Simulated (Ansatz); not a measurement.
## Co2C (space group Pnnm), energy against volume

Co₂C (space group Pnnm)

```
CELL_PARAMETERS angstrom
      4.30107     0.00000     0.00000
      0.00000     4.31411     0.00000
      0.00000     0.00000     2.84028
ATOMIC_POSITIONS crystal
  Co 0.35276 0.25620 0.00000
  Co 0.64724 0.74380 0.00000
  Co 0.14724 0.75620 0.50000
  Co 0.85276 0.24380 0.50000
  C  0.00000 0.00000 0.00000
  C  0.50000 0.50000 0.50000
```

This relaxed cell (volume V₀) is scaled evenly in all directions, its shape held. The atoms relax within the cell's symmetry.

The numbers are results of PBEsol (plane waves to 420 eV, PAW, scalar-relativistic; Ansatz, a program for electronic structure), not measurements. k mesh 11×11×16 (Γ-centred), Fermi-Dirac smearing 0.05 eV. The energy includes the smearing's −TS. Compression counts positive. With the shape held, the modulus is that of even scaling; a crystal free to change shape is softer. Co2C is run without spin polarisation. Co2C was relaxed with its symmetry unable to fall. The zero of ΔE is the relaxed starting cell.

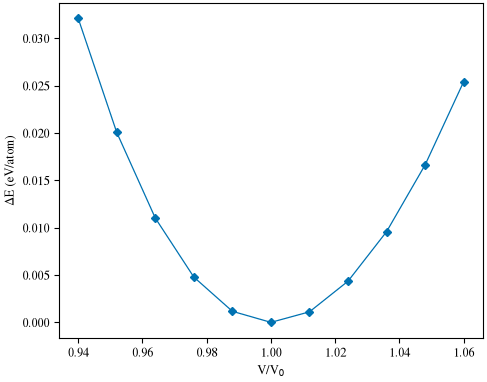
ΔE (eV/atom) against V/V₀; one marker a computed point.

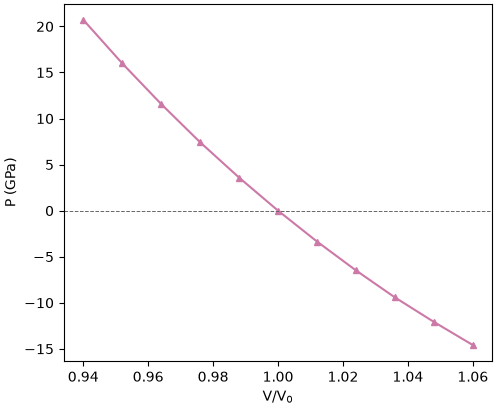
P (GPa) against V/V₀; computed points joined by lines.

The energy cost of the largest expansion comes out as 25 meV/atom and the pressure for 5 % compression (fit) is 16.7 GPa. The energy cost of the largest compression is 32 meV/atom and the pressure derivative B₀′ (fit) is 4.8. The bulk modulus at fixed cell shape B₀ (third-order Birch-Murnaghan fit) comes out as 288 GPa.

P = (3B₀/2)(x⁷ − x⁵)[1 + ¾(B₀′ − 4)(x² − 1)] with x = (1/0.95)^(1/3), B₀ = 288 GPa and B₀′ = 4.82.

(Under strain, the slope of the energy per volume gives the stress and its curvature an elastic modulus.)
